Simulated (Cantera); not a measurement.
Feed: 1 mol SiH4, 0.017 mol C2H4, 39 mol H2, held at 1.13 Torr.

Equilibrium computed with Cantera from the NASA thermochemical tables; the gas is ideal and each condensed phase is pure. Candidate condensed phases: C, C6H6, C7H8, C8H18, Si, SiC; 87 gas species. Mutual solubility and eutectic melting of coexisting phases are not modelled. Gases not in the tables: Si2H6 and higher silanes. Rates play no part.

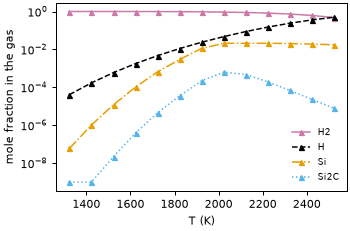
Equilibrium gas composition (values under 1e-9 drawn at 1e-9)

From 1323 K to 1623 K the condensed part is Si(s) + SiC(s). From 1723 K to 1923 K the condensed part is Si(l) + SiC(s). At 2023 K the condensed part is SiC(s). From 2123 K to 2523 K nothing is condensed. The main Si-bearing gas is SiH2 at 1323 K and Si at 2523 K.
